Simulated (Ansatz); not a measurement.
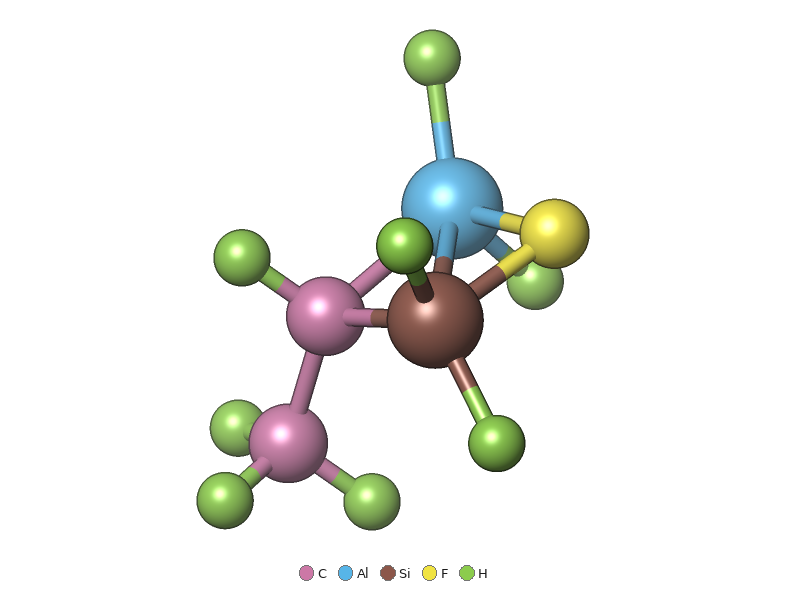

A ball-and-stick model of a molecule. Every bond is drawn as one stick, whatever its order.

Computed geometry: PBE0-D4/def2-TZVP optimisation.

Question: Which formula does it have?

Answer: C₂H₈AlFSi, 13 atoms: 2 carbon, 8 hydrogen, 1 aluminium, 1 fluorine and 1 silicon.

Question: Count the bonded pairs by element.

Answer: 4 C–H, 2 Al–H, 2 Si–H, 1 C–C, 1 Al–F, 1 C–Al, 1 F–Si, 1 Al–Si, 1 C–Si. Sticks follow a distance rule.

Question: What is the point group of this geometry?

Answer: C1.

More results for the same structure follow; atom numbers are the same in all pictures, views and colours differ.

Geometry

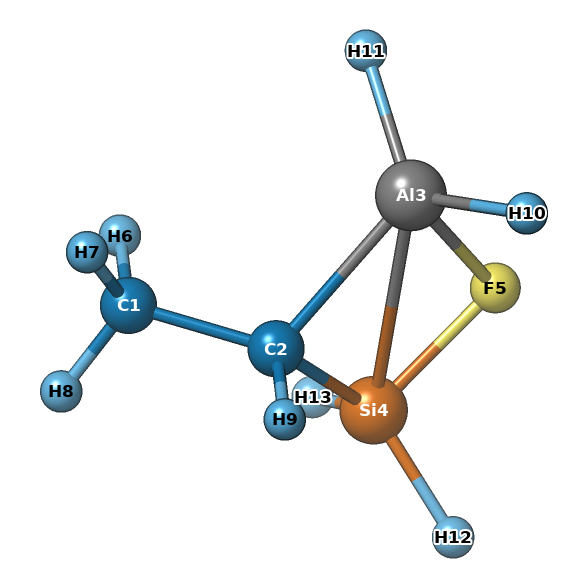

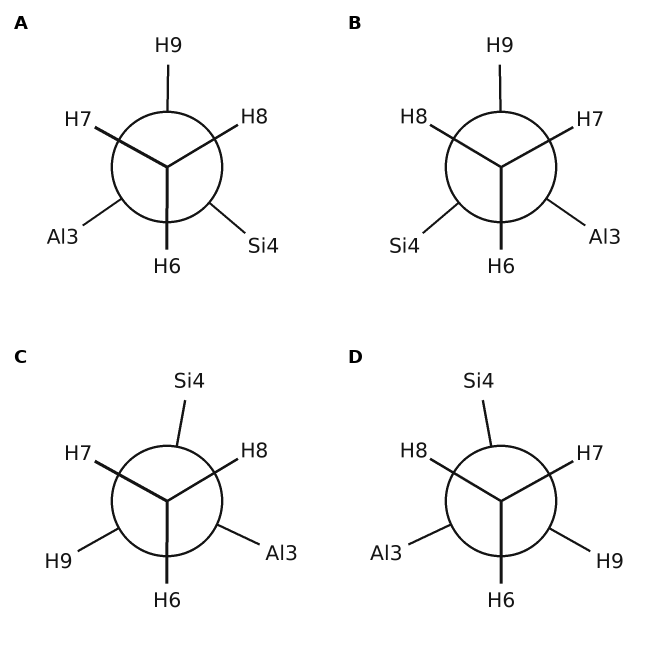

Distant atoms are faded towards the background colour. Bonds that would overlap in a projection are set slightly apart.

Question: Which Newman projection shows the view along C1–C2, with C1 in front?

Answer: A. The torsion angle H6–C1–C2–Si4 is −50°, synclinal (gauche).

Dipole moment

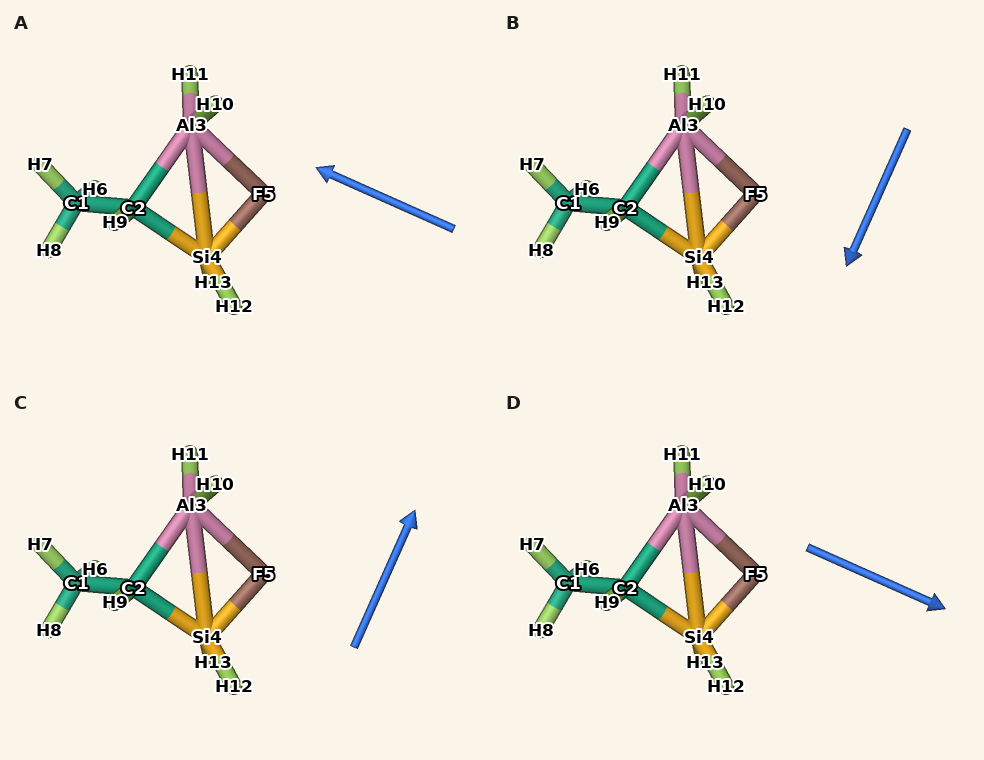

The same molecule four times, each with an arrow. Level of theory: RKS PBE0-D4/def2-TZVP (Ansatz 0.2.0).

Question: Which arrow points along the dipole moment, from the negative to the positive end?

Answer: B. The dipole moment is 2.44 D; it points from the side of H10, H11 to the side of H8 (the outermost atoms at the two ends).

Vibrations

Harmonic vibrations computed with RKS PBE0-D4/def2-TZVP (Ansatz 0.2.0) at a stationary point of the same level.

Question: How many vibrational modes are there, and where do they lie?

Answer: 33 modes: 66, 162, 184, 215, 240, 370, 408, 452, 552, 582, 608, 700, 707, 740, 764, 867, 891, 961, 987, 1071, 1082, 1279, 1414, 1485, 1506, 1915, 1921, 2246, 2259, 3036, 3077, 3096, 3110 cm⁻¹.

Charges

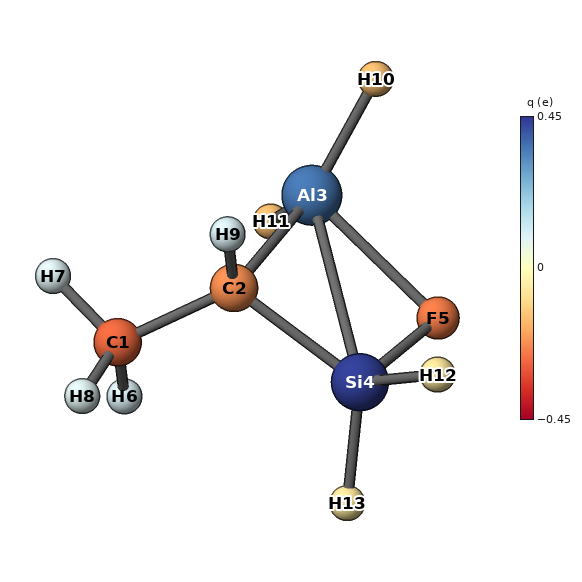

Atoms are coloured by their Mulliken charges. Properties computed with RKS PBE-D4/def2-TZVPP (Ansatz 0.2.0).

List the Mulliken charges.

| atom | value (e) |
| --- | --- |
| C1 | −0.27 |
| C2 | −0.22 |
| Al3 | 0.35 |
| Si4 | 0.43 |
| F5 | −0.24 |
| H6 | 0.09 |
| H7 | 0.09 |
| H8 | 0.08 |
| H9 | 0.09 |
| H10 | −0.14 |
| H11 | −0.14 |
| H12 | −0.06 |
| H13 | −0.06 |

Mulliken values depend strongly on the basis set and can even reverse the polarity of a bond.
